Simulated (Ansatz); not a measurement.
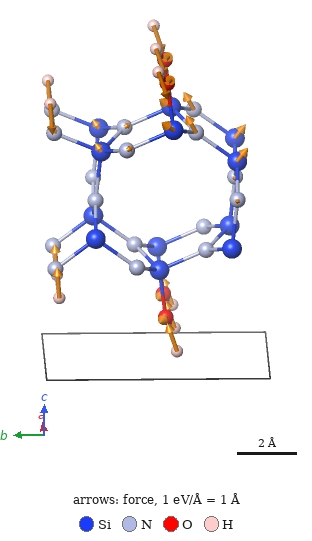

Starting geometry of a slab of composition Si$_{3}$H$_{2}$N$_{4}$O (cut from the P6_3/m phase) with the computed forces as orange arrows. A ball-and-stick model of the cell of the calculation, outlined in the plane, without the vacuum (origin shifted), seen from a free direction.

Case: clean slab, lower planes held. The slab is the (1 0 0) face of Si3N4. 14 atoms are held fixed.

Level of theory: DFT PBE+D3(BJ), scalar-relativistic, plane waves, PAW (Ansatz 0.2.0). Settings: plane-wave cutoff 420 eV; k-point mesh 3 × 2 × 1; occupations gaussian; smearing width 0.05 eV; no spin polarisation; dipole correction; atoms relaxed in a fixed cell; force threshold 0.03 eV/Å; at most 70 steps.

### Is this structure relaxed? If not, where do the atoms go?

It isn't relaxed: the largest force vector, on H atoms, is 1.11 eV/Å. The final displacements follow the starting forces only in part (cosine between the two patterns 0.49). The largest moves, 0.44 Å, are those of H atoms. By element the largest moves are H 0.44 Å, O 0.19 Å, N 0.07 Å, Si 0.05 Å. The cell doesn't change. Some distances before and after: H–N 1.040 → 1.015 Å, N–Si 1.733 → 1.714 Å, O–Si 1.681 → 1.668 Å, N–Si 1.739 → 1.729 Å. Bond angles that change, for instance: Si–O–H 129.8° → 113.1°, N–Si–O 110.3° → 104.9°, N–Si–O 110.3° → 105.9°. The energy falls by 0.864 eV per cell of the calculation in 5 geometry steps. The largest force component goes from 1.1 to 0.012 eV/Å. Cost: 2.5 min on 4 threads of Arm Neoverse V1, on a shared host, peak memory 2.3 GiB.
